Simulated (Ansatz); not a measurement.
**One shape, several levels: SiO2 (silicon dioxide molecule)**

We compute a comparison of 3 runs (B3LYP/STO-3G, UPBE/STO-3G, UPBE0/STO-3G) of SiO2 (silicon dioxide molecule). 

The calculation is run with Ansatz 0.2.0.

37 further runs of the same task are left out: 8 that didn't finish, 29 set aside as unsound or not needed.

## (1) The system as given

SiO2 has 3 atoms, charge 0, and is taken as a singlet. SMILES: `O=[Si]=O`. The Si2–O1 distance was set to 1.864 Å, away from the relaxed value.

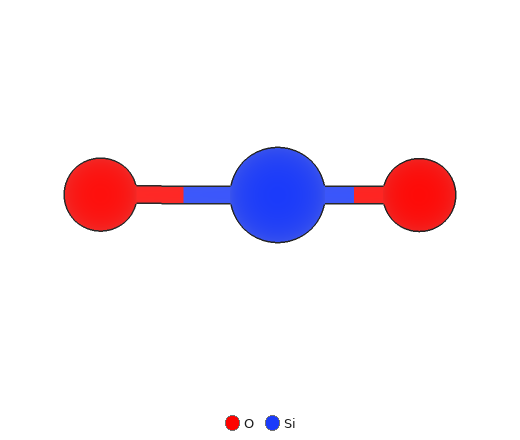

The structure, seen from a chosen angle (oxygen red, silicon blue).

## (2) A single-point energy at B3LYP/STO-3G (run 1)

Input file input.yaml:

```yaml
crystal:
  periodic: [false, false, false]
  atoms:
    - {symbol: O, position_ang: [0.864230, 1.521520, 0.642222]}
    - {symbol: Si, position_ang: [-0.000730, 0.000440, -0.000160]}
    - {symbol: O, position_ang: [-0.690510, -1.217740, -0.513580]}
basis:
  gaussian:
    orbitals: STO-3G
accuracy: high
hamiltonian:
  xc: {name: B3LYP}
```

Command:

```sh
$ ansatz run input.yaml --threads 1 --pin off --max-ram 2610MiB --events-out events.jsonl --progress --plain --runs-dir runs
```

Standard output:

```text
Warning: RAYON_NUM_THREADS=1 ignored (pool sized by the plan → 1); use --threads N
Functional definition: B3LYP
  name "B3LYP"
  parameter a0 = 0.2
  parameter ax = 0.72
  parameter ac = 0.81
  exchange = (1 - a0 - ax)*slater_x + ax*b88_x + a0*exact_x
  correlation = (1 - ac)*vwn_rpa_c + ac*lyp_c
320 factors; integrals over basis functions are off by at most 1.5e-8 eV
mean field evaluation 1: about -11808.6427 eV, gradient 5.0e1 eV
mean field evaluation 2: about -11678.9027 eV, gradient 1.6e2 eV
mean field evaluation 4: about -11817.2599 eV, gradient 2.6e1 eV
mean field evaluation 8: about -11819.0802 eV, gradient 3.1e0 eV
mean field evaluation 16: about -11819.1004 eV, gradient 6.4e-4 eV
mean field -11819.10035986 eV, -434.3439269510 hartree, gradient 1.9e-8 eV, S^2 0.000000; 0 other end points of the search recorded, 0 dependent functions left out
reference -11819.10037964 eV, -434.3439276779 hartree; 15, 15 occupied and 4, 4 virtual orbitals, 320 factors
Total energy: -11819.10037964 eV, -434.3439276779 hartree
```

It took 0.91 s on 1 thread of AMD EPYC 7R43 (Zen 3), shared host; peak memory 0.11 GiB.

## (3) The energy at UPBE/STO-3G (run 2)

Input file job.yaml:

```yaml
basis:
  gaussian: {orbitals: STO-3G}
crystal:
  periodic: [false, false, false]
  atoms:
    - {symbol: O, position_ang: [0.864230, 1.521520, 0.642222]}
    - {symbol: Si, position_ang: [-0.000730, 0.000440, -0.000160]}
    - {symbol: O, position_ang: [-0.690510, -1.217740, -0.513580]}
accuracy: high
total_charge: 0
magnetization: {spin_polarized: true, initial_magnetization: 0}
hamiltonian: {xc: {name: PBE}}
```

Command:

```sh
$ ansatz run job.yaml --threads 1 --pin off --max-ram 2610MiB --events-out events.jsonl --progress --plain --runs-dir runs
```

Standard output:

```text
Warning: RAYON_NUM_THREADS=1 ignored (pool sized by the plan → 1); use --threads N
Functional definition: PBE
  name "PBE"
  parameter kappa = 0.804
  parameter beta = 0.06672455060314922
  exchange = pbe_x(kappa = kappa, mu = beta*pi^2/3)
  correlation = pbe_c(beta = beta)
320 factors; integrals over basis functions are off by at most 1.5e-8 eV
mean field evaluation 1: about -11801.5981 eV, gradient 3.5e1 eV
mean field evaluation 2: about -11648.7484 eV, gradient 1.0e2 eV
mean field evaluation 4: about -11807.1961 eV, gradient 2.7e1 eV
mean field evaluation 8: about -11807.1659 eV, gradient 2.7e1 eV
mean field evaluation 16: about -11811.6466 eV, gradient 1.1e-6 eV
mean field -11811.64660132 eV, -434.0700063768 hartree, gradient 8.6e-9 eV, S^2 0.000000; 1 other end points of the search recorded, 0 dependent functions left out
reference -11811.64660252 eV, -434.0700064211 hartree; 15, 15 occupied and 4, 4 virtual orbitals, 320 factors
Total energy: -11811.64660252 eV, -434.0700064211 hartree
```

Run time: 1.8 s. Hardware: 1 thread of AMD EPYC 7R43 (Zen 3), shared host; peak memory 0.13 GiB.

## (4) A single-point energy at UPBE0/STO-3G (run 3)

Input file input.yaml:

```yaml
crystal:
  periodic: [false, false, false]
  atoms:
    - symbol: O
      position_ang: [0.864230, 1.521520, 0.642222]
    - symbol: Si
      position_ang: [-0.000730, 0.000440, -0.000160]
    - symbol: O
      position_ang: [-0.690510, -1.217740, -0.513580]
basis:
  gaussian:
    orbitals: STO-3G
magnetization:
  spin_polarized: true
hamiltonian:
  xc: {name: PBE0}
accuracy: high
```

Command:

```sh
$ ansatz run input.yaml --threads 1 --pin off --max-ram 2610MiB --events-out events.jsonl --progress --plain --runs-dir runs
```

Standard output:

```text
Warning: RAYON_NUM_THREADS=1 ignored (pool sized by the plan → 1); use --threads N
Functional definition: PBE0
  name "PBE0"
  parameter a = 0.25
[... 2 set-up lines as earlier in the session ...]
  exchange = (1 - a)*pbe_x(kappa = kappa, mu = beta*pi^2/3) + a*exact_x
[... 1 set-up line as earlier in the session ...]
320 factors; integrals over basis functions are off by at most 1.5e-8 eV
mean field evaluation 1: about -11802.2434 eV, gradient 3.5e1 eV
mean field evaluation 2: about -11681.6922 eV, gradient 1.2e2 eV
mean field evaluation 4: about -11811.1734 eV, gradient 1.4e1 eV
mean field evaluation 8: about -11812.1949 eV, gradient 2.6e-1 eV
mean field evaluation 16: about -11812.1894 eV, gradient 8.3e-6 eV
mean field evaluation 32: about -11812.1894 eV, gradient 6.5e-8 eV
mean field -11812.18936778 eV, -434.0899526765 hartree, gradient 6.5e-8 eV, S^2 0.000000; 2 other end points of the search recorded, 0 dependent functions left out
reference -11812.18936869 eV, -434.0899527098 hartree; 15, 15 occupied and 4, 4 virtual orbitals, 320 factors
Total energy: -11812.18936869 eV, -434.0899527098 hartree
```

It took 2 s on 1 thread of AMD EPYC 7R43 (Zen 3), shared host; peak memory 0.14 GiB.

## (5) Overview of the runs

```
run         level  energy (Eh)  wall time
  1  B3LYP/STO-3G  -434.343928     0.91 s
  2   UPBE/STO-3G  -434.070006      1.8 s
  3  UPBE0/STO-3G  -434.089953        2 s
```

## (6) What came out

```
           quantity          value
run 3: total energy  -434.08995 Eh
```

**Reading.** Totals of different functionals can't be ranked against each other. In runs 1, 2, 3 the basis is minimal, so the values are rough. All runs together took 4.7 s, the longest 2 s.
